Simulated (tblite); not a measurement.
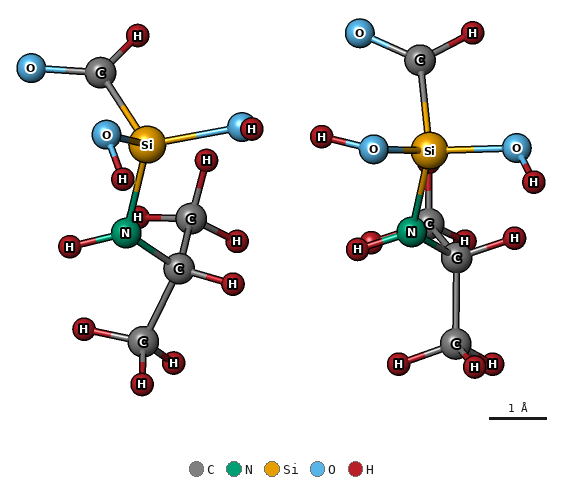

Two geometries of C$_{4}$H$_{11}$NO$_{3}$Si, drawn at one scale. One is the start of a relaxation, the other its converged end. Style: ball-and-stick. Shown from a free direction.

Level of theory: tblite 0.8.0, GFN2-xTB geometry optimisation, gas phase. 

### Which geometry has the lower energy?

The right one is the relaxed one. Over 209 geometry steps the energy falls by 1.034 eV. The atom that moves furthest after the best rigid fit is an H atom (1.77 Å). By element the largest moves are H 1.77 Å, O 1.04 Å, C 0.86 Å, Si 0.27 Å, N 0.08 Å. Near-neighbour distances that change, for instance: O–Si 1.726 → 1.626 Å, C–Si 1.857 → 1.921 Å, H–O 1.004 → 0.953 Å, C–H 1.128 → 1.087 Å. Among the angles between lasting bonds that change: Si–O–H 106.6° → 119.8°, O–Si–C 112.5° → 102.9°, N–C–H 114.9° → 106.5°. Groups turn about O–Si by about 125°, O–Si by about 35°, C–N by about 35°.
